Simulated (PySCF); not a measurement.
# TlOCl: other functionals and bases at one geometry

How far do other levels of theory move the description of TlOCl, and what does each cost? The structure is generated, not taken from experiment.

Method: several levels, as the steps say, no spin–orbit coupling; program: PySCF 2.14.0.

1 further run of the same task is left out (for a known fault of the program).

### 1 The system as given

3 atoms, charge 0, spin multiplicity 1.

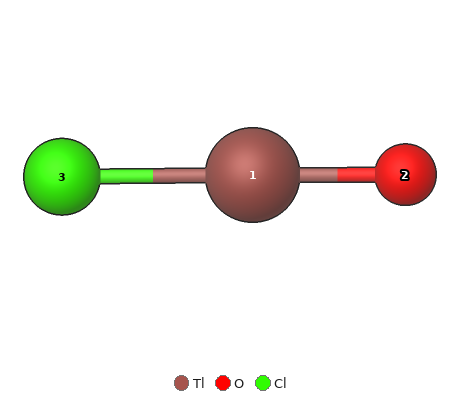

The structure; thallium brown, oxygen red, chlorine green; atoms are numbered from 1 in the order of the file.

As a file:

```xyz
3
charge 0, multiplicity 1
Tl    0.13087    0.00000    0.35812
O     2.02476    0.00000    0.20589
Cl   -2.22923    0.00000    0.56432
```

Formal oxidation states: Tl +3. An earlier session relaxed this geometry at PBE0, Tl def2-SVP with ECP60, O def2-SVP, Cl def2-SVP (singlet, point group C∞v).

At PBE0 on the finer grid: E = -707.449506 Eh, HOMO -7.80 eV, LUMO -3.09 eV, Mulliken charge on Tl1 +0.69 e, largest force component 0.016 eV/Å. 

Levels to run: B3LYP; M06-L; PBE0, TZVP. Hardware: 2 threads of Arm Neoverse V2, shared host.

### 2 B3LYP

run.py (the lines that set the calculation) reads:

```python
mol = gto.M(atom='''
Tl     0.13087     0.00000     0.35812
O      2.02476     0.00000     0.20589
Cl    -2.22923     0.00000     0.56432''',
    basis={'Tl': 'def2-SVP', 'O': 'def2-SVP', 'Cl': 'def2-SVP'},
    ecp={'Tl': 'def2-SVP'},
    charge=0, spin=0)
mf = dft.RKS(mol, xc='B3LYP')
mf.grids.atom_grid = (75, 302)
mf = mf.density_fit()  # fitting sets: Tl def2-universal-JKFIT, O def2-universal-JKFIT, Cl def2-universal-JKFIT
mf.conv_tol = 1e-08; mf.max_cycle = 55
mf.kernel(dm0)  # dm0: the density of the relaxed state
```

Run with:

```sh
$ OMP_NUM_THREADS=2 python run.py
```

Output:

```text
init E= -707.758392205638
  HOMO = -0.277187552594978  LUMO = -0.122239665430563  gap/eV = 4.21635
cycle= 1 E= -707.759070980336  delta_E= -0.000679  |g|= 0.0218  |ddm|= 0.0899
  HOMO = -0.271843508685051  LUMO = -0.119279717378234  gap/eV = 4.15147
cycle= 2 E= -707.75845776794  delta_E= 0.000613  |g|= 0.0567  |ddm|= 0.0575
  HOMO = -0.278012713059612  LUMO = -0.121704185026751  gap/eV = 4.25337
cycle= 3 E= -707.759079981167  delta_E= -0.000622  |g|= 0.0176  |ddm|= 0.0601
  HOMO = -0.276769858002027  LUMO = -0.1217921046036  gap/eV = 4.21716
cycle= 4 E= -707.75916378206  delta_E= -8.38e-05  |g|= 0.00237  |ddm|= 0.0171
  HOMO = -0.27671082526494  LUMO = -0.121865874802417  gap/eV = 4.21355
cycle= 5 E= -707.759165409705  delta_E= -1.63e-06  |g|= 0.000354  |ddm|= 0.00335
  HOMO = -0.276656499646078  LUMO = -0.121839043937463  gap/eV = 4.21280
cycle= 6 E= -707.759165442415  delta_E= -3.27e-08  |g|= 0.000125  |ddm|= 0.00046
  HOMO = -0.276673356533054  LUMO = -0.121849793549693  gap/eV = 4.21296
cycle= 7 E= -707.759165446739  delta_E= -4.32e-09  |g|= 9.04e-06  |ddm|= 0.000149
  HOMO = -0.276673141684774  LUMO = -0.12185024397548  gap/eV = 4.21295
Extra cycle  E= -707.759165446733  delta_E= 6.03e-12  |g|= 1.17e-05  |ddm|= 3e-05
converged SCF energy = -707.759165446733
```

Run time: 1.1 s. Hardware: 2 threads of Arm Neoverse V2, shared host.

Result: E = -707.759165 Eh, HOMO -7.53 eV, LUMO -3.32 eV, Mulliken charge on Tl1 +0.64 e, largest force component 0.418 eV/Å. 

### 3 M06-L

run.py (the lines that set the calculation): that of step 2 with these lines changed.

```diff
@@ -7,3 +7,3 @@
     charge=0, spin=0)
-mf = dft.RKS(mol, xc='B3LYP')
+mf = dft.RKS(mol, xc='M06L')
 mf.grids.atom_grid = (75, 302)
```

Run with:

```sh
$ OMP_NUM_THREADS=2 python run.py
```

Output:

```text
init E= -707.796392828333
  HOMO = -0.23897080259048  LUMO = -0.140631975900654  gap/eV = 2.67594
cycle= 1 E= -707.798853732148  delta_E= -0.00246  |g|= 0.0348  |ddm|= 0.272
  HOMO = -0.243196868043099  LUMO = -0.136861771780666  gap/eV = 2.89353
cycle= 2 E= -707.796404932206  delta_E= 0.00245  |g|= 0.0979  |ddm|= 0.158
  HOMO = -0.234410152771515  LUMO = -0.135217742944945  gap/eV = 2.69916
cycle= 3 E= -707.798871693734  delta_E= -0.00247  |g|= 0.0419  |ddm|= 0.128
  HOMO = -0.238033114343998  LUMO = -0.137672128241817  gap/eV = 2.73096
cycle= 4 E= -707.799253856836  delta_E= -0.000382  |g|= 0.00661  |ddm|= 0.0413
  HOMO = -0.23818156615603  LUMO = -0.138035712327643  gap/eV = 2.72511
cycle= 5 E= -707.79926663349  delta_E= -1.28e-05  |g|= 0.0005  |ddm|= 0.0104
  HOMO = -0.238163458564199  LUMO = -0.138028423047494  gap/eV = 2.72481
cycle= 6 E= -707.79926668721  delta_E= -5.37e-08  |g|= 0.000251  |ddm|= 0.000792
  HOMO = -0.238182933546086  LUMO = -0.138038323755602  gap/eV = 2.72507
cycle= 7 E= -707.79926670446  delta_E= -1.72e-08  |g|= 3.37e-05  |ddm|= 0.000269
  HOMO = -0.238186800191545  LUMO = -0.138039533358231  gap/eV = 2.72515
cycle= 8 E= -707.79926670475  delta_E= -2.9e-10  |g|= 1.07e-05  |ddm|= 5.63e-05
  HOMO = -0.23818194119879  LUMO = -0.13803841253538  gap/eV = 2.72504
Extra cycle  E= -707.799266703977  delta_E= 7.73e-10  |g|= 5.62e-05  |ddm|= 6.57e-05
converged SCF energy = -707.799266703977
```

It took 1.6 s on 2 threads of Arm Neoverse V2, shared host.

It gives: E = -707.799267 Eh, HOMO -6.48 eV, LUMO -3.76 eV, Mulliken charge on Tl1 +0.81 e, largest force component 0.545 eV/Å. 

### 4 PBE0, TZVP

Basis: Tl def2-TZVP with ECP60, O def2-TZVP, Cl def2-TZVP. 

run.py (the lines that set the calculation) reads:

```python
mol = gto.M(atom='''
Tl     0.13087     0.00000     0.35812
O      2.02476     0.00000     0.20589
Cl    -2.22923     0.00000     0.56432''',
    basis={'Tl': 'def2-TZVP', 'O': 'def2-TZVP', 'Cl': 'def2-TZVP'},
    ecp={'Tl': 'def2-TZVP'},
    charge=0, spin=0)
mf = dft.RKS(mol, xc='PBE0')
mf.grids.atom_grid = (75, 302)
mf = mf.density_fit()  # fitting sets: Tl def2-universal-JKFIT, O def2-universal-JKFIT, Cl def2-universal-JKFIT
mf.conv_tol = 1e-08; mf.max_cycle = 55
mf.kernel(dm0)  # dm0: free metal ions and neutral atoms
```

Run with:

```sh
$ OMP_NUM_THREADS=2 python run.py
```

Output:

```text
init E= -719.83568341921
  HOMO = -0.169800441246905  LUMO = -0.0727401969873234  gap/eV = 2.64114
cycle= 1 E= -706.877286949104  delta_E=   13  |g|=  2.3  |ddm|= 2.23
  HOMO = -0.150792370199251  LUMO = -0.114191583103629  gap/eV = 0.99596
cycle= 2 E= -695.825875909089  delta_E= 11.1  |g|= 5.79  |ddm|= 4.19
  HOMO = -0.403483764379898  LUMO = -0.197711399600195  gap/eV = 5.59935
cycle= 3 E= -706.974564279751  delta_E= -11.1  |g|= 1.96  |ddm|= 4.01
  HOMO = -0.212724996569868  LUMO = -0.106174026759184  gap/eV = 2.89940
cycle= 4 E= -707.491599373984  delta_E= -0.517  |g|= 1.08  |ddm|= 2.12
  HOMO = -0.286546204257455  LUMO = -0.126070904194757  gap/eV = 4.36676
cycle= 5 E= -707.715366348643  delta_E= -0.224  |g|= 0.181  |ddm|= 0.78
  HOMO = -0.280419558588071  LUMO = -0.115952586300762  gap/eV = 4.47537
cycle= 6 E= -707.715490727177  delta_E= -0.000124  |g|= 0.176  |ddm|= 0.302
  HOMO = -0.294259367096169  LUMO = -0.114850011011405  gap/eV = 4.88198
cycle= 7 E= -707.722086264709  delta_E= -0.0066  |g|= 0.0291  |ddm|= 0.16
  HOMO = -0.292855297179328  LUMO = -0.115243494123118  gap/eV = 4.83306
cycle= 8 E= -707.722351977321  delta_E= -0.000266  |g|= 0.00489  |ddm|= 0.0294
  HOMO = -0.293023463001036  LUMO = -0.115691448295678  gap/eV = 4.82545
cycle= 9 E= -707.722355433749  delta_E= -3.46e-06  |g|= 0.00219  |ddm|= 0.00483
  HOMO = -0.292658126027812  LUMO = -0.115491682385297  gap/eV = 4.82094
cycle= 10 E= -707.722356679102  delta_E= -1.25e-06  |g|= 0.000249  |ddm|= 0.00215
  HOMO = -0.292708625745477  LUMO = -0.115505186762304  gap/eV = 4.82195
cycle= 11 E= -707.722356693279  delta_E= -1.42e-08  |g|= 0.00014  |ddm|= 0.000361
  HOMO = -0.292700242861988  LUMO = -0.11550218726081  gap/eV = 4.82180
cycle= 12 E= -707.722356697864  delta_E= -4.59e-09  |g|= 2.72e-05  |ddm|= 0.000151
  HOMO = -0.292689216638497  LUMO = -0.115497044612841  gap/eV = 4.82164
Extra cycle  E= -707.722356696698  delta_E= 1.17e-09  |g|= 7.98e-05  |ddm|= 8.78e-05
converged SCF energy = -707.722356696698
```

It took 5 s on 2 threads of Arm Neoverse V2, shared host.

Result: E = -707.722357 Eh, HOMO -7.96 eV, LUMO -3.14 eV, Mulliken charge on Tl1 +0.82 e, largest force component 0.937 eV/Å. 

### 5 All levels side by side

| level | state | HOMO (eV) | gap (eV) | charge on Tl1 (e) | dipole (D) | largest force (eV/Å) | basis functions | time |
| --- | --- | --- | --- | --- | --- | --- | --- | --- |
| PBE0 (relaxed here) | singlet | -7.80 | 4.71 | 0.69 | 2.22 | 0.02 | 58 | 2.2 s |
| B3LYP | singlet | -7.53 | 4.21 | 0.64 | 2.20 | 0.42 | 58 | 1.1 s |
| M06-L | singlet | -6.48 | 2.73 | 0.81 | 1.84 | 0.55 | 58 | 1.6 s |
| PBE0, TZVP | singlet | -7.96 | 4.82 | 0.82 | 2.30 | 0.94 | 118 | 5 s |

Times are on 2 threads of Arm Neoverse V2, shared host; the first row also made further properties.

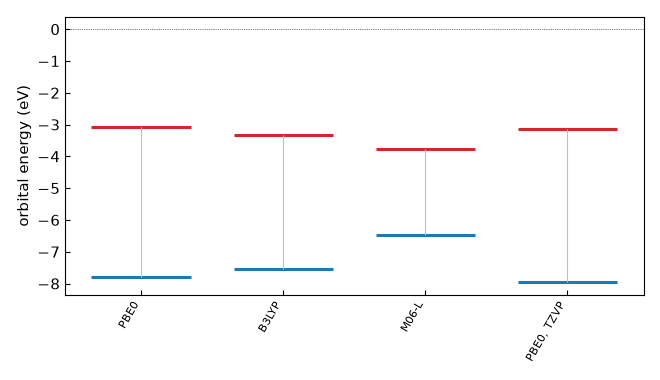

Highest filled and lowest empty level, method by method.

In one basis the HOMO–LUMO gap runs from 2.73 eV (M06-L) to 4.71 eV (PBE0). The largest leftover force, 0.94 eV/Å with PBE0, TZVP, stands at a geometry relaxed at another level. The Mulliken charge on Tl spans +0.64 to +0.82 e over the levels. Total energies of different levels can't be compared. Spin–orbit coupling is left out throughout.
